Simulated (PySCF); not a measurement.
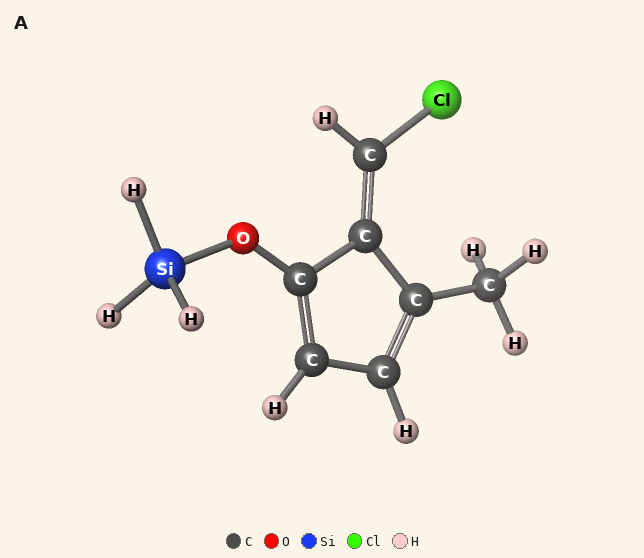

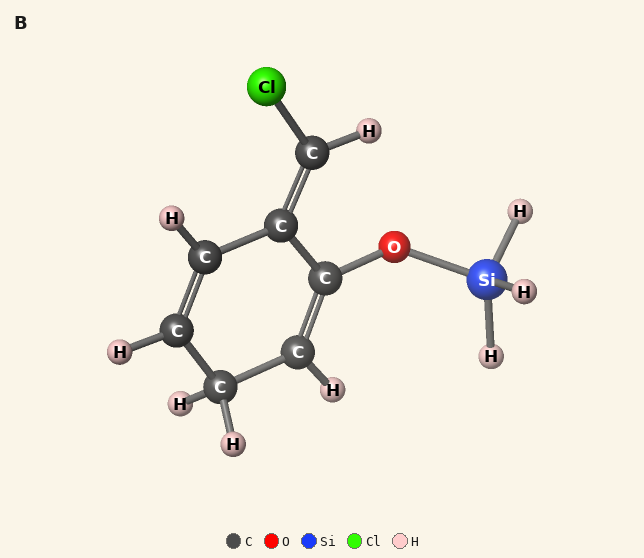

2 stationary structures of one formula. Geometries: GFN2-xTB. Electronic energies: PBE0/pcSseg-1 (PySCF 2.14.0), without zero-point energy. No frequency run is at hand to confirm each as a minimum. Each is one conformer, not always the lowest.

**Are they conformers, stereoisomers or constitutional isomers?**

They are constitutional isomers of C7H9ClOSi: A `CC1=CC=C(O[SiH3])/C1=C/Cl`, B `[SiH3]OC1=CCC=C/C1=C\Cl`.

**Rank them by energy, lowest first.**

B is lowest; A lies 0.204 eV above it.

The geometry is semi-empirical. Around Si such bond lengths and angles can be off by a tenth of an ångström or more and by several degrees, and values that hang on the shape move with them.
